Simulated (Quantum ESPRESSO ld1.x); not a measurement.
## Run report: Sb²⁺, atomic calculation

- system: the antimony ion Sb²⁺ in the configuration [Kr] 4d10 5s2 5p1.
- method: scalar-relativistic Kohn-Sham, BLYP, spin-unpolarised, spherical densities, point nucleus (Quantum ESPRESSO ld1.x 7.5)

## The program's output
```
     Program LD1 v.7.5 starts

     --------------------------- All-electron run ----------------------------

     scalar relativistic calculation

     atomic number is 51.00
     dft =BLYP   lsd =0 sic =0 latt =0  beta=0.20 tr2=1.0E-14
     Exchange-correlation= BLYP
                           (   1   3   1   3   0   0   0)
     mesh =2069 r(mesh) = 100.70288 a.u. xmin = -8.00 dx = 0.00800
     1 Ry =  13.60569312 eV, c = 137.03599908

     n l     nl                  e(Ry)          e(Ha)          e(eV)
     1 0     1S 1( 2.00)   -2229.143457529   -1114.571728764 -30329.0418103
     2 0     2S 1( 2.00)    -340.358552653    -170.179276327  -4630.8140192
     2 1     2P 1( 6.00)    -305.718028495    -152.859014248  -4159.5056779
     3 0     3S 1( 2.00)     -67.793347771     -33.896673885   -922.3754856
     3 1     3P 1( 6.00)     -56.504042025     -28.252021012   -768.7766560
     4 0     4S 1( 2.00)     -12.273776564      -6.136888282   -166.9932374
     4 1     4P 1( 6.00)      -8.815505025      -4.407752512   -119.9410561
     3 2     3D 1(10.00)     -39.270652492     -19.635326246   -534.3044465
     4 2     4D 1(10.00)      -3.794312771      -1.897156386    -51.6242552
     5 0     5S 1( 2.00)      -2.160679778      -1.080339889    -29.3975460
     5 1     5P 1( 1.00)      -1.475428972      -0.737714486    -20.0742338

     final scf error:  3.3E-15 reached in  24 iterations

     Etot =  -12962.417626 Ry,   -6481.208813 Ha, -176362.676349 eV

     Ekin =   13558.234577 Ry,    6779.117289 Ha,  184469.178951 eV
     Encl =  -31283.455025 Ry,  -15641.727512 Ha, -425633.088897 eV
     Eh   =    5103.284938 Ry,    2551.642469 Ha,   69433.728781 eV
     Exc  =    -340.482116 Ry,    -170.241058 Ha,   -4632.495184 eV

     normalization and overlap integrals

     s(1S/1S) =  1.000000  <r> =   0.0284  <r2> =    0.0011  r(max) =   0.0184
     s(1S/2S) = -0.013815
     s(1S/3S) = -0.005797
     s(1S/4S) = -0.002607
     s(1S/5S) = -0.000941
     s(2S/2S) =  1.000000  <r> =   0.1226  <r2> =    0.0177  r(max) =   0.1035
     s(2S/3S) = -0.003563
     s(2S/4S) = -0.001542
     s(2S/5S) = -0.000553
     s(2P/2P) =  1.000000  <r> =   0.1071  <r2> =    0.0140  r(max) =   0.0828
     s(2P/3P) = -0.002907
     s(2P/4P) = -0.001172
     s(2P/5P) = -0.000370
     s(3S/3S) =  1.000000  <r> =   0.3306  <r2> =    0.1250  r(max) =   0.3000
     s(3S/4S) = -0.001037
     s(3S/5S) = -0.000363
     s(3P/3P) =  1.000000  <r> =   0.3288  <r2> =    0.1254  r(max) =   0.2929
     s(3P/4P) = -0.000872
     s(3P/5P) = -0.000269
     s(4S/4S) =  1.000000  <r> =   0.7904  <r2> =    0.7066  r(max) =   0.7234
     s(4S/5S) = -0.000227
     s(4P/4P) =  1.000000  <r> =   0.8518  <r2> =    0.8284  r(max) =   0.7589
     s(4P/5P) = -0.000167
     s(3D/3D) =  1.000000  <r> =   0.3055  <r2> =    0.1106  r(max) =   0.2437
     s(3D/4D) = -0.000574
     s(4D/4D) =  1.000000  <r> =   1.0258  <r2> =    1.2406  r(max) =   0.8489
     s(5S/5S) =  1.000000  <r> =   2.0894  <r2> =    4.9150  r(max) =   1.8444
     s(5P/5P) =  1.000000  <r> =   2.5038  <r2> =    7.0932  r(max) =   2.1645

     ------------------------ End of All-electron run ------------------------
```

## Orbitals

| orbital | occupation | energy (eV) | ⟨r⟩ (bohr) | outer maximum (bohr) |
| --- | --- | --- | --- | --- |
| 1s | 2 | −30329.0 | 0.02842 | 0.0184 |
| 2s | 2 | −4630.8 | 0.1226 | 0.103 |
| 2p | 6 | −4159.5 | 0.1071 | 0.0828 |
| 3s | 2 | −922.375 | 0.3306 | 0.300 |
| 3p | 6 | −768.777 | 0.3288 | 0.293 |
| 3d | 10 | −534.304 | 0.3055 | 0.244 |
| 4s | 2 | −166.993 | 0.7904 | 0.723 |
| 4p | 6 | −119.941 | 0.8518 | 0.759 |
| 4d | 10 | −51.624 | 1.026 | 0.849 |
| 5s | 2 | −29.398 | 2.089 | 1.84 |
| 5p | 1 | −20.074 | 2.504 | 2.16 |

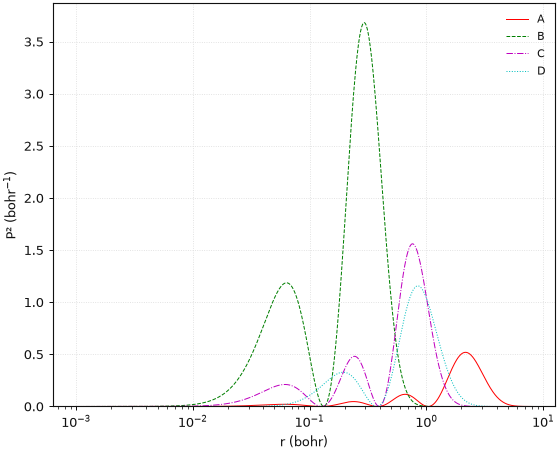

Figure 1. The radial probability densities P² of 4d, 3p, 4p and 5p. A is 5p; B is 3p; C is 4p; D is 4d. 3p: outer maximum at 0.293 bohr, ⟨r⟩ = 0.329 bohr, 1 node, eigenvalue −768.8 eV; 4p: outer maximum at 0.759 bohr, ⟨r⟩ = 0.852 bohr, 2 nodes, eigenvalue −119.9 eV; 4d: outer maximum at 0.849 bohr, ⟨r⟩ = 1.03 bohr, 1 node, eigenvalue −51.6 eV; 5p: outer maximum at 2.16 bohr, ⟨r⟩ = 2.50 bohr, 3 nodes, eigenvalue −20.1 eV.

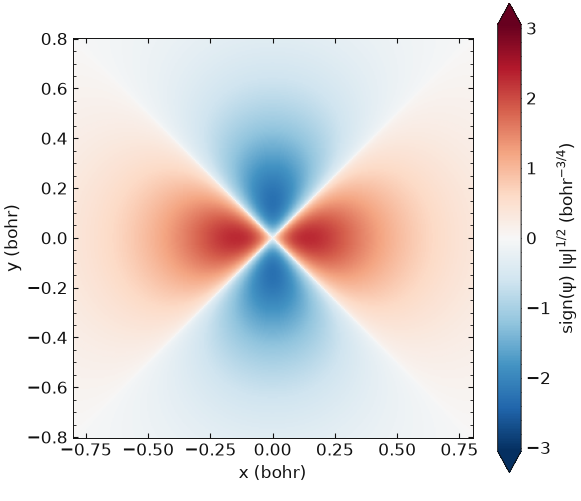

Figure 2. One occupied orbital is shown. In the xy plane through the nucleus, the colour gives the signed square root of ψ. The radial function comes from the spherical calculation and is multiplied by a real spherical harmonic; the overall sign is chosen so that the largest lobe of P(r) is positive; at the scalar-relativistic level it is the large component. It is 3d(x²−y²). It has two nodal planes at 45° to x and y and no radial node. The maximum of P² lies at 0.244 bohr, ⟨r⟩ = 0.305 bohr, 90 % of the charge lies within 0.481 bohr, and the eigenvalue is −534.3 eV, with 10 electrons in the shell.

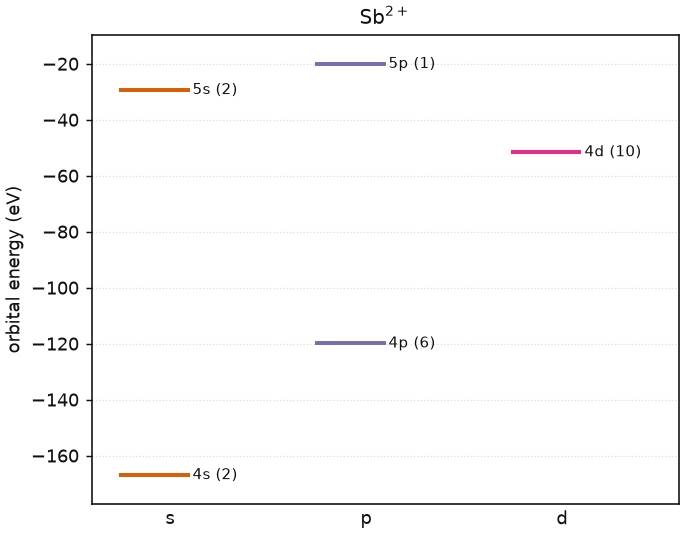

Figure 3. The outer levels are drawn by angular momentum (occupations in brackets). The highest occupied level is 5p at −20.1 eV. From the top down the occupied levels run 5p (−20.1 eV), 5s (−29.4 eV), 4d (−51.6 eV), 4p (−119.9 eV), 4s (−167.0 eV). The measured ionisation energy (NIST) is 25.3 eV; minus the highest level, 20.1 eV, lies 21 % below it, as is usual for a semilocal functional, whose potential decays too fast.

## Input file
```
 &input
    atom='Sb',
    iswitch=1,
    rel=1,
    dft='BLYP',
    config='[Kr] 4d10 5s2 5p1',
    verbosity='high',
    prefix='ld1',
    max_out_wfc=37,
    file_charge='ld1.rho',
 /
```

## Summary

| quantity | value |
| --- | --- |
| outcome | converged |
| total energy | −6481.2088 hartree |
| kinetic energy | 6779.1173 hartree |
| electron–nucleus energy | −15641.7275 hartree |
| Hartree energy | 2551.6425 hartree |
| exchange–correlation energy | −170.241058 hartree |
| radius at density 0.001 e/bohr³ | 3.89 bohr |
| SCF iterations | 24 |
| hardware | 1 CPU thread, shared host |
| wall time | 0.68 s |
